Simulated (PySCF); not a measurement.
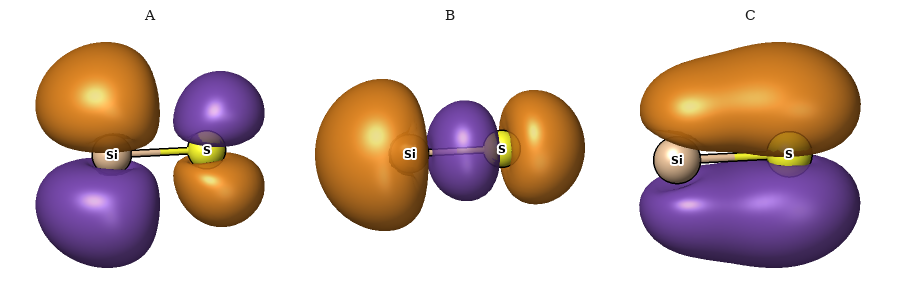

*SiS. Three frontier orbitals, each drawn at the value that holds 80 % of its norm (orange and purple are the two phases), in no order; of a degenerate pair one member is drawn.*

These are results of PBE0/x2c-SVPall, spin-free X2C-1e, Gaussian nucleus, at a bond length of 1.944 Å (PySCF 2.14.0), not measurements.

Question: Label each orbital by symmetry, say whether it is occupied, and order them by energy.

Answer: Orbital C: π, occupied, −8.18 eV; mainly on S (70 %).
Orbital B: σ, occupied, −8.01 eV; shared between the atoms (Si 60 %, S 40 %).
Orbital A: π, empty, −2.24 eV; mainly on Si (75 %).
